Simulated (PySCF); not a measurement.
Ge(Me)3(Cl), SMILES [CH3][Ge]([CH3])([CH3])[Cl] at its CAM-B3LYP/def2-SVP optimised geometry (Å):

```
14

C     -0.8214     0.6750     0.0000
Ge    -0.2700    -1.1900     0.0000
C     -0.8196    -2.1231    -1.6154
C     -0.8203    -2.1221     1.6156
Cl     1.9195    -1.1900     0.0000
H     -1.9195     0.7476     0.0050
H     -0.4321     1.1900     0.8892
H     -0.4404     1.1880    -0.8940
H     -0.4325    -3.1515    -1.6147
H     -1.9177    -2.1614    -1.6789
H     -0.4348    -1.6071    -2.5060
H     -1.9185    -2.1594     1.6790
H     -0.4353    -1.6061     2.5061
H     -0.4342    -3.1509     1.6155
```

Method: CAM-B3LYP/def2-TZVP run with PySCF. Cells within 0.4 Å of a nucleus heavier than hydrogen are left out (blank, or x).

Map of the deformation density (molecule minus spherical neutral atoms) (e/bohr³) on the plane z = 0.0 Å:

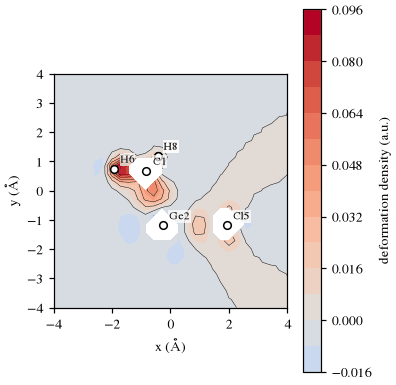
Figure: Deformation density (molecule minus spherical neutral atoms) (e/bohr³) on the plane z = 0.0 Å.
